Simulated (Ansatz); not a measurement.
**[BH4]− (borohydride) at wB97M-V/6-31G**

Aim: the vertical singlet–triplet gap of [BH4]− (borohydride) at wB97M-V/6-31G, from 2 runs. 

The calculation is run with Ansatz 0.2.0.

5 further runs of the same task are left out: 4 that didn't finish, 1 set aside as unsound or not needed.

## 1. Starting point

The species is [BH4]− (5 atoms), meant as a singlet with charge -1. As SMILES, `[BH4-]`. The shape is that of a GFN2-xTB optimisation.

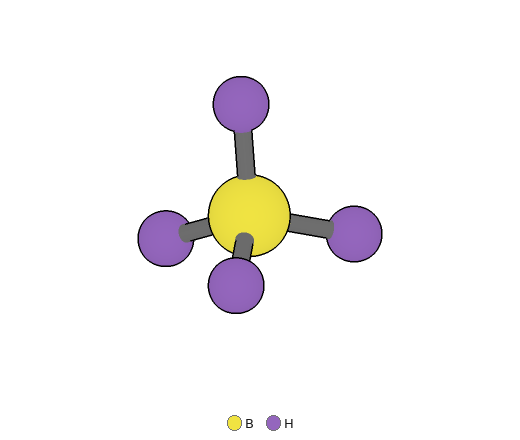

The structure, seen from a chosen angle (boron yellow, hydrogen purple).

## 2. A single-point energy at wB97M-V/6-31G

The input, input.yaml:

```yaml
crystal:
  periodic: [false, false, false]
  atoms:
    - symbol: B
      position_ang: [0.000100, 0.000170, -0.000110]
    - symbol: H
      position_ang: [0.683660, 0.997010, 0.217690]
    - symbol: H
      position_ang: [0.726340, -0.988490, -0.067070]
    - symbol: H
      position_ang: [-0.600410, 0.139700, -1.063360]
    - symbol: H
      position_ang: [-0.809690, -0.148380, 0.912850]
basis:
  gaussian:
    orbitals: 6-31G
total_charge: -1
hamiltonian:
  xc: {name: wB97M-V}
accuracy: high
```

The run is started by

```console
ansatz run input.yaml --threads 1 --pin off --max-ram 2610MiB --events-out events.jsonl --progress --plain --runs-dir runs
```

The log of the run:

```text
Warning: RAYON_NUM_THREADS=1 ignored (pool sized by the plan → 1); use --threads N
Functional definition: wB97M-V
  name "wB97M-V"
  parameter omega = 0.3/bohr
  parameter cx = 0.15
  parameter cx01 = 1.007
  parameter cx10 = 0.259
  parameter css00 = 0.443
  parameter css04 = -1.437
  parameter css10 = -4.535
  parameter css20 = -3.390
  parameter css43 = 4.278
  parameter cos00 = 1.000
  parameter cos10 = 1.358
  parameter cos20 = 2.924
  parameter cos21 = -8.812
  parameter cos60 = -1.390
  parameter cos61 = 9.142
  parameter b = 6.0
  parameter c = 0.01
  gx(w, u) = 1 - cx + cx01*u + cx10*w
  gss(w, u) = css00 + css04*u^4 + css10*w + css20*w^2 + css43*w^4*u^3
  gos(w, u) = cos00 + cos10*w + (cos20 + cos21*u)*w^2 + (cos60 + cos61*u)*w^6
  exchange = spin_sum(e_x_unif_sr(omega)*gx(b97_w, b97_u_x)) + cx*exact_x_sr(omega) + exact_x_lr(omega)
  correlation = spin_sum(e_c_pw_mod_same_spin*gss(b97_w, b97_u_same))
      + integral(e_c_pw_mod_opposite_spin*gos(b97_w_opposite, b97_u_opposite)) + vv10(b, c)
414 factors; integrals over basis functions are off by at most 3.1e-9 eV
171 factors; integrals over basis functions are off by at most 1.7e-9 eV
mean field evaluation 1: about -739.6827 eV, gradient 5.8e0 eV
mean field evaluation 2: about -739.8380 eV, gradient 1.4e0 eV
mean field evaluation 4: about -739.8485 eV, gradient 5.1e-2 eV
mean field evaluation 8: about -739.8414 eV, gradient 4.3e-4 eV
mean field -739.84143384 eV, -27.1886712109 hartree, gradient 7.9e-9 eV, S^2 0.000000; 0 other end points of the search recorded, 0 dependent functions left out
reference -739.84143634 eV, -27.1886713028 hartree; 5, 5 occupied and 12, 12 virtual orbitals, 414 factors
Total energy: -739.84143634 eV, -27.1886713028 hartree
```

Run time: 6.3 s. Hardware: 1 thread of Intel Xeon Platinum 8259CL at 2.50GHz (Skylake/Cascade Lake), shared host; peak memory 0.21 GiB.

## 3. The triplet

The input, in.yaml:

```yaml
basis:
  gaussian: {orbitals: 6-31G}
crystal:
  periodic: [false, false, false]
  atoms:
    - {symbol: B, position_ang: [0.000100, 0.000170, -0.000110]}
    - {symbol: H, position_ang: [0.683660, 0.997010, 0.217690]}
    - {symbol: H, position_ang: [0.726340, -0.988490, -0.067070]}
    - {symbol: H, position_ang: [-0.600410, 0.139700, -1.063360]}
    - {symbol: H, position_ang: [-0.809690, -0.148380, 0.912850]}
accuracy: high
hamiltonian: {xc: {name: wB97M-V}}
magnetization: {spin_polarized: true, initial_magnetization: 2}
total_charge: -1
```

The run is started by

```console
ansatz run in.yaml --threads 1 --pin off --max-ram 2610MiB --events-out events.jsonl --progress --plain --runs-dir runs
```

The log of the run, cut to the lines that bear on the results:

```text
Warning: RAYON_NUM_THREADS=1 ignored (pool sized by the plan → 1); use --threads N
Functional definition: wB97M-V
  name "wB97M-V"
[...]
  gx(w, u) = 1 - cx + cx01*u + cx10*w
  gss(w, u) = css00 + css04*u^4 + css10*w + css20*w^2 + css43*w^4*u^3
  gos(w, u) = cos00 + cos10*w + (cos20 + cos21*u)*w^2 + (cos60 + cos61*u)*w^6
[...]
      + integral(e_c_pw_mod_opposite_spin*gos(b97_w_opposite, b97_u_opposite)) + vv10(b, c)
414 factors; integrals over basis functions are off by at most 3.1e-9 eV
171 factors; integrals over basis functions are off by at most 1.7e-9 eV
[...]
mean field -729.76648126 eV, -26.8184235327 hartree, gradient 1.2e-8 eV, S^2 2.001234; 6 other end points of the search recorded, 0 dependent functions left out
reference -729.76648378 eV, -26.8184236254 hartree; 6, 4 occupied and 11, 13 virtual orbitals, 414 factors
Total energy: -729.76648378 eV, -26.8184236254 hartree
```

It took 11 s on 1 thread of Intel Xeon Platinum 8259CL at 2.50GHz (Skylake/Cascade Lake), shared host; peak memory 0.36 GiB.

## 4. Summary of results

Level: wB97M-V/6-31G.

| quantity | value |
| --- | --- |
| singlet: total energy | -27.18867 Eh |
| triplet: total energy | -26.81842 Eh |
| triplet: ⟨S²⟩ | 2.001 |
| vertical energy of the triplet above the singlet | 10.075 eV |

In words: At this shape the triplet lies 10.07 eV (972 kJ/mol) above the singlet. For an anion a state so high probably lies above electron detachment.
